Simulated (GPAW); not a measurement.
## Quasiparticle gap of KTlO2 (R-3m) in GPAW

Aim: the G0W0 gap of KTlO2 (R-3m) on LDA, step by step.

Method: LDA and many-body steps on it, plane waves, in GPAW 26.7.0.

## 1. The starting structure

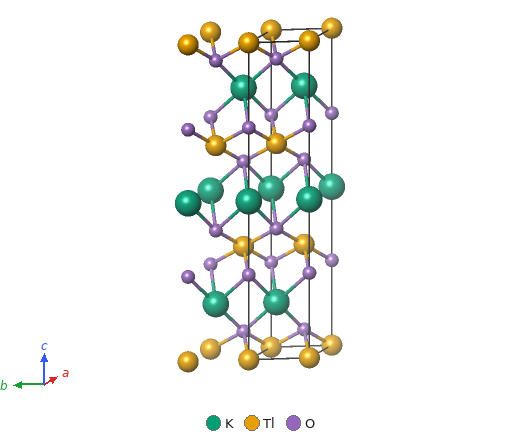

The cell as given, from a free direction (potassium teal, thallium orange, oxygen purple). 1×2×1 cells are drawn. This picture shows the conventional cell, with its axes. Bonds to atoms that aren't drawn are left out. Some periodic images of atoms are drawn too.

The cell and positions are those that the Materials Project relaxed with its own functionals (PBE, PBE+U or r2SCAN), kept fixed. Spin-orbit coupling is left out unless a step names it.

## 2. Ground state

This step: GPAW 26.7.0; DFT, LDA, plane waves, PAW.

The ground-state density comes first.

The input, run.py:

```python
import json
import numpy as np
from gpaw.mpi import world
from ase import Atoms
from gpaw import GPAW, PW, FermiDirac

atoms = Atoms(['K', 'Tl', 'O', 'O'],
    cell=[[1.7267621487, 0.9969465914, 6.1022399988],
      [-1.7267621487, 0.9969465914, 6.1022399988],
      [0.0000000000, -1.9938931827, 6.1022399988]],
    scaled_positions=[[0.5000000000, 0.5000000000, 0.5000000000],
      [0.0000000000, 0.0000000000, 0.0000000000],
      [0.7320842600, 0.7320842600, 0.7320842600],
      [0.2679157400, 0.2679157400, 0.2679157400]],
    pbc=(True, True, True))
calc = GPAW(mode=PW(600),
    xc='LDA',
    kpts={'size': (8, 8, 8), 'gamma': True},
    occupations=FermiDirac(0.001),
    nbands=-8,
    convergence={'density': 1e-6, 'bands': -3},
    maxiter=100,
    txt='gs.txt')
atoms.calc = calc
res = {'energy': atoms.get_potential_energy()}
kpts = calc.get_ibz_k_points()
res['kpts'] = kpts
res['eigenvalues'] = [calc.get_eigenvalues(kpt=k) for k in range(len(kpts))]
res['n_electrons'] = calc.get_number_of_electrons()
calc.write('gs.gpw')

if world.rank == 0:
    with open('result.json', 'w') as f:
        json.dump(res, f, default=lambda x: x.tolist())
```

On the command line:

```console
$ mpirun -n 4 gpaw python run.py
```

The log of the run:

```text
__  _  _
 | _ |_)|_||  |
 |__||  | ||/\| - 26.7.0

Input parameters:
  mode=PW(ecut=600.0),
  convergence={'density': 1e-06, 'bands': -3},
  kpts=MonkhorstPack(size=(8, 8, 8), gamma=True),
  maxiter=100,
  nbands=-8,
  occupations=Occupations(name='fermi-dirac', width=0.001, fixmagmom=False),
  xc=XC(name='LDA')
  [... matrices ...]
Diagonalizing LCAO Hamiltonian
Converting LCAO to pw mode

       O

       K

       O

       Tl

Atoms  # Å, Bohr magnetons
|   | symbol |        x |        y |         z |    initial magnetic moments |
| 0 |      K | 0.000000 | 0.000000 |  9.153360 | ( 0.0000,  0.0000,  0.0000) |
| 1 |     Tl | 0.000000 | 0.000000 |  0.000000 | ( 0.0000,  0.0000,  0.0000) |
| 2 |      O | 0.000000 | 0.000000 | 13.402062 | ( 0.0000,  0.0000,  0.0000) |
| 3 |      O | 0.000000 | 0.000000 |  4.904658 | ( 0.0000,  0.0000,  0.0000) |

Unit cell  # Å
| periodic |         x |         y |        z |  lengths |    angles |
|      yes |  1.726762 |  0.996947 | 6.102240 | 6.419731 | 31.206844 |
|      yes | -1.726762 |  0.996947 | 6.102240 | 6.419731 | 31.206844 |
|      yes |  0.000000 | -1.993893 | 6.102240 | 6.419731 | 31.206844 |

Number of symmetries: 12
Symmetry operations  # r_c * U_cc + t_c -> r_c
|    | kind |            matrix            |
|  0 |  E   |  1, 0, 0,  0, 1, 0,  0, 0, 1 |
|  1 |  σ   |  1, 0, 0,  0, 0, 1,  0, 1, 0 |
|  2 |  σ   |  0, 1, 0,  1, 0, 0,  0, 0, 1 |
|  3 |  C3  |  0, 1, 0,  0, 0, 1,  1, 0, 0 |
|  4 |  C3  |  0, 0, 1,  1, 0, 0,  0, 1, 0 |
|  5 |  σ   |  0, 0, 1,  0, 1, 0,  1, 0, 0 |
|  6 |  C2  |  0, 0,-1,  0,-1, 0, -1, 0, 0 |
|  7 |  S6  |  0, 0,-1, -1, 0, 0,  0,-1, 0 |
|  8 |  S6  |  0,-1, 0,  0, 0,-1, -1, 0, 0 |
|  9 |  C2  |  0,-1, 0, -1, 0, 0,  0, 0,-1 |
| 10 |  C2  | -1, 0, 0,  0, 0,-1,  0,-1, 0 |
| 11 |  i   | -1, 0, 0,  0,-1, 0,  0, 0,-1 |

BZ-sampling:
  Number of BZ points: 512
  Number of IBZ points: 65

  Monkhorst-Pack size: [8, 8, 8]
  Monkhorst-Pack shift: [0.0625, 0.0625, 0.0625]

K-points  # in reciprocal-cell coordinates
|     |                                coordinates |     weight |
|   0 | (  0.00000000,   0.00000000,   0.00000000) | 0.00195312 |
|   1 | (  0.12500000,   0.00000000,  -0.12500000) | 0.01171875 |
|   2 | (  0.12500000,   0.00000000,   0.00000000) | 0.01171875 |
|   3 | (  0.12500000,   0.12500000,  -0.12500000) | 0.01171875 |
|   4 | (  0.12500000,   0.12500000,   0.00000000) | 0.01171875 |
|   5 | (  0.12500000,   0.12500000,   0.12500000) | 0.00390625 |
|   6 | (  0.25000000,  -0.12500000,  -0.12500000) | 0.01171875 |
|   7 | (  0.25000000,   0.00000000,  -0.25000000) | 0.01171875 |
|   8 | (  0.25000000,   0.00000000,  -0.12500000) | 0.02343750 |
|   9 | (  0.25000000,   0.00000000,   0.00000000) | 0.01171875 |
| ... |                                            |            |
|  64 | (  0.50000000,   0.50000000,   0.50000000) | 0.00195312 |

Plane wave coefficients: 2122
Cutoff: 600.0 eV

Spin-components: 1 (collinear spins)
Bands:           25
Projectors:      21
Spin-degeneracy: 2
Datatype:        complex128

  Storage: CPU
  Wave functions: 54_158_000 bytes (13_539_500 per core)
  Projectors: 62_823_280 bytes (15_705_820 per core)
  [... matrices ...]
Parallelization:
  kpt:    4
  domain: 1
  band:   1

Density:
  Valence electrons: 34.0
  Components: 1
  Grid points: [40 40 40]
  Charge: 0.0  # |e|

Potential:
  Grid points: [40 40 40]

species:
  K:
    name:    Potassium
    Z:       19.0
    valence: 9
    core:    10
    charge:  0.0  # [|e|]
    compensation charges:
      type: gauss
      rc: 0.35  # [Å]
      lmax: 2
    cutoffs:
      filter: 1.91  # [Å]
      core: 1.27  # [Å]
    projectors
    | kind |    occ | energy [eV] | rcut [Å] |
    |   3s |  2.000 |     -35.177 |    1.122 |
    |   4s |  1.000 |      -2.428 |    1.122 |
    |   3p |  6.000 |     -18.839 |    1.106 |
    |    p |        |       8.373 |    1.106 |
    |    d |        |       0.000 |    0.937 |

    Using partial waves for K as LCAO basis

  Tl:
    name:    Thallium
    Z:       81.0
    valence: 13
    core:    68
    charge:  0.0  # [|e|]
    compensation charges:
      type: gauss
      rc: 0.38  # [Å]
      lmax: 2
    cutoffs:
      filter: 2.11  # [Å]
      core: 2.55  # [Å]
    projectors
    | kind |    occ | energy [eV] | rcut [Å] |
    |   6s |  2.000 |      -9.777 |    1.212 |
    |   6p |  1.000 |      -2.584 |    1.270 |
    |   5d | 10.000 |     -15.654 |    1.191 |
    |    s |        |      17.435 |    1.212 |
    |    p |        |      24.627 |    1.270 |
    |    d |        |      11.557 |    1.191 |

    Using partial waves for Tl as LCAO basis

  O:
    name:    Oxygen
    Z:       8.0
    valence: 6
    core:    2
    charge:  0.0  # [|e|]
    compensation charges:
      type: gauss
      rc: 0.21  # [Å]
      lmax: 2
    cutoffs:
      filter: 1.17  # [Å]
      core: 0.83  # [Å]
    projectors
    | kind |    occ | energy [eV] | rcut [Å] |
    |   2s |  2.000 |     -23.752 |    0.688 |
    |   2p |  4.000 |      -9.195 |    0.598 |
    |    s |        |       3.459 |    0.688 |
    |    p |        |      18.016 |    0.598 |
    |    d |        |       0.000 |    0.619 |

    Using partial waves for O as LCAO basis

Reference energy: -570144.323640  # eV

eigensolver:
  PPCG
  Converge bands: -3
  niter=2

density mixing:
  MSR1-Mixer
  Pratt-step length: 0.05
  Maximum mixing coefficient: 0.75
  Old densities: 10
  SVD Regularization: 0.005
  Good broyden scale: 1.0
  Trust region scale: 1.0
  Backstep threshold: 4.0
  History deletion threshold: 6.0
  Fourier metric: weight=20.0, sigma=0.015

occupation numbers:
  Fermi-Dirac:
    width: 0.0010  # eV

poisson solver:
  ecut: 4800.0  # eV

xc functional:
  name: None

Initialization done in: 4.557 s

convergence criteria:
- Maximum integral of absolute [dens]ity change: 1e-06 electrons / valence electron
- Maximum [total energy] change in last 3 cyles: 0.0005 eV / valence electron
- Maximum integral of absolute [eigenst]ate change: 4e-08 eV^2 / valence electron
maximum number of iterations: 100

SCF iterations
|iter     |     time |      energy | eigst |  dens |
|iter:   1|  |  -23.738615 | +0.77 |       |
|iter:   2|  |  -22.903221 | +0.19 | -0.99 |
|iter:   3|  |  -21.010748 | -0.52 | -1.05 |
|iter:   4|  |  -20.972324 | -1.68 | -1.52 |
|iter:   5|  |  -20.958450 | -2.24 | -1.76 |
|iter:   6|  |  -20.958464c| -2.78 | -2.80 |
|iter:   7|  |  -20.958487c| -3.38 | -3.28 |
|iter:   8|  |  -20.958490c| -4.08 | -3.88 |
|iter:   9|  |  -20.958490c| -4.67 | -4.88 |
|iter:  10|  |  -20.958490c| -5.43 | -5.18 |
|iter:  11|  |  -20.958490c| -6.03 | -5.87 |
|iter:  12|  |  -20.958490c| -6.62 | -6.62c|
|iter:  13|  |  -20.958490c| -7.19 | -7.42c|
|iter:  14|  |  -20.958490c| -7.77c| -8.01c|

Converged in 14 steps
SCF loop duration: 24.336 s (1.738 s/step)
Energy contributions relative to reference atoms: (reference = -570144.323640)
  [... matrices ...]
Energy contributions:
  Kinetic:          20.142723
  Coulomb:         -16.330785
  Zero:             -0.592683
  External:          0.000000
  Xc:              -24.177745
  Entropy:          -0.000000
  Spinorbit:         0.000000
  ----------------------------
  Free energy:     -20.958490
  Extrapolated:    -20.958490

dipole moment: (-0.000000, -0.000000, -74.066330)  # |e|*Ang

Fermi level: 4.621
Eigenvalues  # (at kpt = [0.000, 0.000, 0.000])
| band index |      eig [eV] | occ [0-2] |
|          0 |       -23.505 |     2.000 |
|        ... |               |           |
|          9 |        -4.683 |     2.000 |
|         10 |        -4.683 |     2.000 |
|         11 |         0.313 |     2.000 |
|         12 |         3.485 |     2.000 |
|         13 |         3.485 |     2.000 |
|         14 |         3.798 |     2.000 |
|         15 |         4.307 |     2.000 |
|         16 |         4.307 |     2.000 |
|         17 |         5.321 |     0.000 |
|         18 |         9.584 |     0.000 |
|         19 |        10.383 |     0.000 |
|         20 |        13.400 |     0.000 |
|         21 |        13.400 |     0.000 |
|         22 |        14.779 |     0.000 |
|         23 |        15.841 |     0.000 |
|         24 |        15.848 |     0.000 |

Gap: 0.895 eV
Transition (v -> c):
  (s=0, k=64, n=16, [0.50, 0.50, 0.50]) -> (s=0, k=0, n=17, [0.00, 0.00, 0.00])
Direct/indirect transitions are different
Direct gap: 1.015 eV
Transition at: (s=0, k=0, n=16, [0.00, 0.00, 0.00])
# Writing to gs.gpw (mode='')
  [... matrices ...]
```

Run time: 31 s. Hardware: 4 MPI ranks of AMD EPYC 9R14 (Zen 4), shared host; peak memory 1.1 GiB; 2 min of CPU time.

This step gave:

```
total energy               : -20.96 eV
gap                        : 0.8945 eV
k of the valence top       : 0.5, 0.5, 0.5
k of the conduction bottom : 0, 0, 0
least direct gap           : 1.015 eV
```

The gap is indirect, with the least direct gap 0.12 eV higher.

## 3. Bands along the symmetry lines

The cheap functional maps the bands first; the places of the edges decide which points the dearer methods must see.

The input, run.py:

```python
import json
import numpy as np
from gpaw.mpi import world
from gpaw import GPAW

path = [[0.000000, 0.000000, 0.000000],
    [0.062500, 0.062500, 0.062500],
    [0.125000, 0.125000, 0.125000],
    [0.187500, 0.187500, 0.187500],
    [0.250000, 0.250000, 0.250000],
    [0.312500, 0.312500, 0.312500],
    [0.375000, 0.375000, 0.375000],
    [0.437500, 0.437500, 0.437500],
    [0.500000, 0.500000, 0.500000],
    [0.539442, 0.460558, 0.500000],
    [0.578885, 0.421115, 0.500000],
    [0.618327, 0.381673, 0.500000],
    [0.657770, 0.342230, 0.500000],
    [0.697212, 0.302788, 0.500000],
    [0.736654, 0.263346, 0.500000],
    [0.776097, 0.223903, 0.500000],
    [0.815539, 0.184461, 0.500000],
    [0.500000, -0.184461, 0.184461],
    [0.500000, -0.161403, 0.161403],
    [0.500000, -0.138346, 0.138346],
    [0.500000, -0.115288, 0.115288],
    [0.500000, -0.092230, 0.092230],
    [0.500000, -0.069173, 0.069173],
    [0.500000, -0.046115, 0.046115],
    [0.500000, -0.023058, 0.023058],
    [0.500000, 0.000000, 0.000000],
    [0.437500, 0.000000, 0.000000],
    [0.375000, 0.000000, 0.000000],
    [0.312500, 0.000000, 0.000000],
    [0.250000, 0.000000, 0.000000],
    [0.187500, 0.000000, 0.000000],
    [0.125000, 0.000000, 0.000000],
    [0.062500, 0.000000, 0.000000],
    [0.000000, 0.000000, 0.000000],
    [0.042779, -0.042779, 0.000000],
    [0.085558, -0.085558, 0.000000],
    [0.128336, -0.128336, 0.000000],
    [0.171115, -0.171115, 0.000000],
    [0.213894, -0.213894, 0.000000],
    [0.256673, -0.256673, 0.000000],
    [0.299452, -0.299452, 0.000000],
    [0.342230, -0.342230, -0.000000],
    [0.657770, 0.000000, 0.342230],
    [0.638048, 0.000000, 0.361952],
    [0.618327, 0.000000, 0.381673],
    [0.598606, 0.000000, 0.401394],
    [0.578885, 0.000000, 0.421115],
    [0.559164, 0.000000, 0.440836],
    [0.539442, 0.000000, 0.460558],
    [0.519721, 0.000000, 0.480279],
    [0.500000, 0.000000, 0.500000],
    [0.437500, 0.000000, 0.437500],
    [0.375000, 0.000000, 0.375000],
    [0.312500, 0.000000, 0.312500],
    [0.250000, 0.000000, 0.250000],
    [0.187500, 0.000000, 0.187500],
    [0.125000, 0.000000, 0.125000],
    [0.062500, 0.000000, 0.062500],
    [0.000000, 0.000000, 0.000000]]
calc = GPAW('gs.gpw').fixed_density(kpts=path,
    symmetry='off',
    nbands=27,
    convergence={'bands': 23},
    txt='bands.txt')
res = {}
kpts = calc.get_ibz_k_points()
res['kpts'] = kpts
res['eigenvalues'] = [calc.get_eigenvalues(kpt=k) for k in range(len(kpts))]
res['n_electrons'] = calc.get_number_of_electrons()

if world.rank == 0:
    with open('result.json', 'w') as f:
        json.dump(res, f, default=lambda x: x.tolist())
```

On the command line:

```console
$ mpirun -n 4 gpaw python run.py
```

The log of the run:

```text
Diagonalizing LCAO Hamiltonian
Converting LCAO to pw mode
convergence criteria:
- Maximum integral of absolute [eigenst]ate change: 4e-08 eV^2 / valence electron
maximum number of iterations: 100

SCF iterations
|iter     |     time |      energy | eigst |  dens |
|iter:   1|  |             | +1.74 |       |
|iter:   2|  |             | +0.44 |       |
|iter:   3|  |             | -0.09 |       |
[...]
|iter:  17|  |             | -7.05 |       |
|iter:  18|  |             | -7.35 |       |
|iter:  19|  |             | -7.64c|       |
SCF steps: 19
  __  _  _
 | _ |_)|_||  |
 |__||  | ||/\| - 26.7.0

Input parameters:
  mode=PW(ecut=600.0),
  convergence={'bands': 23},
  gpts=array([40, 40, 40]),
  kpts=KPoints(kpts=array([[ 0.      ,  0.      ,  0.      ],
         [ 0.0625  ,  0.0625  ,  0.0625  ],
         [ 0.125   ,  0.125   ,  0.125   ],
         [ 0.1875  ,  0.1875  ,  0.1875  ],
[...]
[ 0.539442,  0.460558,  0.5     ],
         [ 0.578885,  0.421115,  0.5     ],
         [ 0.618327,  0.381673,  0.5     ],
[...]
[ 0.5     , -0.184461,  0.184461],
         [ 0.5     , -0.161403,  0.161403],
         [ 0.5     , -0.138346,  0.138346],
         [ 0.5     , -0.115288,  0.115288],
[...]
[ 0.5     , -0.069173,  0.069173],
         [ 0.5     , -0.046115,  0.046115],
         [ 0.5     , -0.023058,  0.023058],
[...]
[ 0.256673, -0.256673,  0.      ],
         [ 0.299452, -0.299452,  0.      ],
[...]
[ 0.638048,  0.      ,  0.361952],
         [ 0.618327,  0.      ,  0.381673],
         [ 0.598606,  0.      ,  0.401394],
         [ 0.578885,  0.      ,  0.421115],
         [ 0.559164,  0.      ,  0.440836],
         [ 0.539442,  0.      ,  0.460558],
         [ 0.519721,  0.      ,  0.480279],
[...]
[ 0.125   ,  0.      ,  0.125   ],
         [ 0.0625  ,  0.      ,  0.0625  ],
         [ 0.      ,  0.      ,  0.      ]])),
  maxiter=100,
  nbands=27,
  occupations=Occupations(name='fermi-dirac', width=0.001, fixmagmom=False),
  parallel={},
  symmetry=Symmetry(point_group=False, time_reversal=False),
  xc=XC(name='LDA')
```

Run time: 31 s. Hardware: 4 MPI ranks; peak memory 1.2 GiB.

Numbers from this step:

| Quantity | Value |
| --- | --- |
| gap | 0.8945 eV |
| k of the valence top | 0.5, 0.5, 0.5 |
| k of the conduction bottom | 0, 0, 0 |
| least direct gap | 1.015 eV |

The gap is 0.895 eV, as in the run before at this level.

The electronic bands at the labelled points (eV, zero at the top of the highest filled band):

```csv
point,band 14,band 15,band 16,band 17,band 18,band 19,band 20,band 21
Γ,-0.94,-0.63,-0.12,-0.12,0.89,5.16,5.96,8.97
T,-1.04,-1.04,0.00,0.00,1.96,4.32,5.79,8.93
H2,-2.39,-2.17,-0.38,-0.32,4.05,6.98,7.31,8.03
jump to H0,-2.39,-2.17,-0.38,-0.32,4.05,6.98,7.31,8.03
L,-1.98,-1.73,-0.20,-0.03,3.73,5.21,6.57,9.04
Γ,-0.94,-0.63,-0.12,-0.12,0.89,5.16,5.96,8.97
S0,-2.35,-2.20,-0.43,-0.30,4.04,6.96,7.38,8.16
jump to S2,-2.35,-2.20,-0.43,-0.30,4.04,6.96,7.38,8.16
F,-1.85,-1.35,-0.51,-0.18,3.49,5.91,6.10,8.78
Γ,-0.94,-0.63,-0.12,-0.12,0.89,5.16,5.96,8.97
```

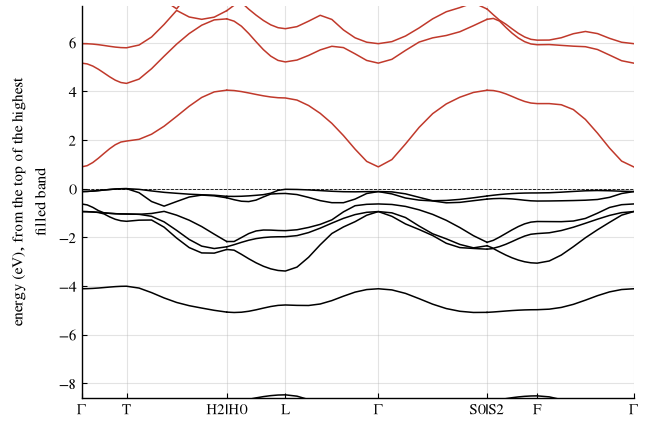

Electronic bands along the path; lines of filled and empty bands in two colours.

## 4. Empty states on the mesh, 4×4×4 mesh, 85 bands

The sums over transitions need many empty states on a uniform mesh; this step solves for them.

The input, run.py:

```python
import json
import numpy as np
from gpaw.mpi import world
from gpaw import GPAW

calc = GPAW('gs.gpw').fixed_density(kpts={'size': (4, 4, 4), 'gamma': True},
    nbands=99,
    convergence={'bands': 85},
    txt='nscf.txt')
calc.write('full.gpw', mode='all')
res = {}
kpts = calc.get_ibz_k_points()
res['kpts'] = kpts
res['eigenvalues'] = [calc.get_eigenvalues(kpt=k) for k in range(len(kpts))]
res['n_electrons'] = calc.get_number_of_electrons()

if world.rank == 0:
    with open('result.json', 'w') as f:
        json.dump(res, f, default=lambda x: x.tolist())
```

On the command line:

```console
$ mpirun -n 4 gpaw python run.py
```

The log of the run:

```text
Diagonalizing LCAO Hamiltonian
Converting LCAO to pw mode
convergence criteria:
- Maximum integral of absolute [eigenst]ate change: 4e-08 eV^2 / valence electron
maximum number of iterations: 100

SCF iterations
|iter     |     time |      energy | eigst |  dens |
|iter:   1|  |             | +3.94 |       |
|iter:   2|  |             | +2.67 |       |
|iter:   3|  |             | +1.56 |       |
[...]
|iter:  12|  |             | -6.70 |       |
|iter:  13|  |             | -7.22 |       |
|iter:  14|  |             | -7.64c|       |
SCF steps: 14
  __  _  _
 | _ |_)|_||  |
 |__||  | ||/\| - 26.7.0

Input parameters:
  mode=PW(ecut=600.0),
  convergence={'bands': 85},
  gpts=array([40, 40, 40]),
  kpts=MonkhorstPack(size=(4, 4, 4), gamma=True),
  maxiter=100,
  nbands=99,
  occupations=Occupations(name='fermi-dirac', width=0.001, fixmagmom=False),
  parallel={},
  xc=XC(name='LDA')
# Writing to full.gpw (mode='all')
  [... matrices ...]

timing:  # [seconds]
  Total: 0.046  # ━━━━━━━━━━━━━━━━━━━━━━━━━━━━━━━━━━━━━━━━━━━━━━━━━━━━━━━━━━━
```

The job ended after 27 s (4 MPI ranks; peak memory 1.2 GiB).

This step gave:

| Quantity | Value |
| --- | --- |
| gap | 0.8945 eV |
| k of the valence top | 0.5, 0.5, 0.5 |
| k of the conduction bottom | 0, 0, 0 |
| least direct gap | 1.015 eV |
| k points computed | 13 |
| lowest point of the top converged band, above the valence top | 53.5990 eV |

On this mesh the gap is 0.895 eV.

(Part 1 of 2 ends here.)

[Paths, hosts, dates, memory and timing lines, banners, echoed tables and standing remarks are left out of the program output.]

[Logs are printed without paths, hosts, clocks, repeated set-up lines and the standing remarks that a program may print on its own settings, such as how far it seeks lower states.]

[Runs of the session that timed out or met a known fault of the program may be left out.]

[Hosts, paths, dates, database ids (printed as entryN), source tags and the programs' standing remarks are cut or masked in the printed files.]
